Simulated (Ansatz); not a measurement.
The figure comes from a scan of YOF (space group R-3m): the cell is scaled evenly about its relaxed volume V₀. Level of theory: PBEsol (plane waves to 420 eV, PAW, scalar-relativistic; Ansatz, a program for electronic structure). k mesh 10×10×10 (Γ-centred), Fermi-Dirac smearing 0.05 eV. Stress and pressure are positive under compression. YOF is run without spin polarisation. YOF was relaxed with its symmetry unable to fall. 

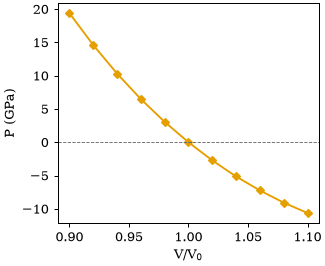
P (GPa) against V/V₀; computed points joined by lines.

### Question
Read the plotted values off the figure, to the accuracy that the plot allows.

### Answer
To the nearest 0.5:

| V/V₀ | P (GPa) |
|---|---|
| 0.900 | 19.5 |
| 0.920 | 14.5 |
| 0.940 | 10.5 |
| 0.960 | 6.5 |
| 0.980 | 3.0 |
| 1.000 | 0.0 |
| 1.020 | -2.5 |
| 1.040 | -5.0 |
| 1.060 | -7.0 |
| 1.080 | -9.0 |
| 1.100 | -10.5 |

(Under strain, the slope of the energy per volume gives the stress and its curvature an elastic modulus.)
